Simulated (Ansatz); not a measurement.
The calculation's input:

```
crystal:
  periodic: [false, false, false]
  atoms:
    - {symbol: Ge, position_ang: [-0.516629, -0.612759, -0.545439]}
    - {symbol: Sb, position_ang: [0.721114, 1.568760, 0.213320]}
    - {symbol: H, position_ang: [-0.380149, -1.752489, 0.475851]}
    - {symbol: H, position_ang: [-2.008345, -0.294784, -0.744829]}
    - {symbol: H, position_ang: [0.066642, -1.073987, -1.891943]}
    - {symbol: H, position_ang: [0.074561, 1.427613, 1.788498]}
    - {symbol: H, position_ang: [2.104007, 0.669648, 0.658642]}
basis:
  gaussian: {orbitals: def2-TZVPP}
hamiltonian: {xc: pbe0, dispersion: d4}
output: {orbitals: {seedname: orbitals}}
```

Command:

```sh
ansatz run in.yaml --threads 2 --pin off --events-out ev --progress --plain --max-ram 4352MiB
```

Geometry: PBE0-D4/def2-TZVP; core potentials replace the inner electrons of Sb.

Level of theory: RKS PBE0-D4/def2-TZVPP (Ansatz 0.2.0).

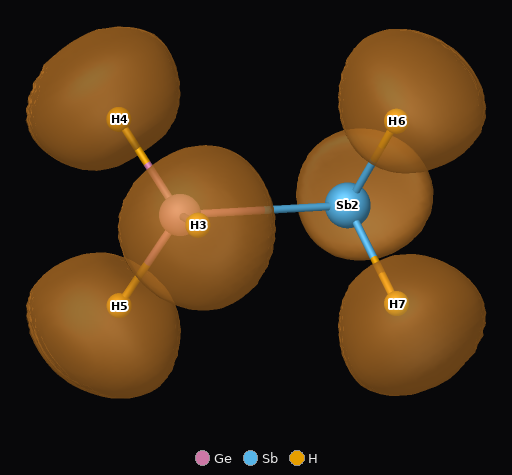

GeH5Sb (SMILES [GeH3][SbH2]). Isosurface of the electron localisation function at 0.9 (orange), seen at a tilt. Only the valence region is drawn (cores and ρ < 0.01 e/Å³ removed).

Question: What do the ELF domains correspond to?

Answer: The surface consists of five regions around hydrogen nuclei and one lobe on Sb, pointing away from the bonds (lone pairs). Profiles from the grid: Ge–Sb (2.62 Å): the ELF peaks at about 0.85 between the atoms: a covalent bond. Ge–H (1.54 Å): the ELF climbs to about 1 towards the hydrogen.
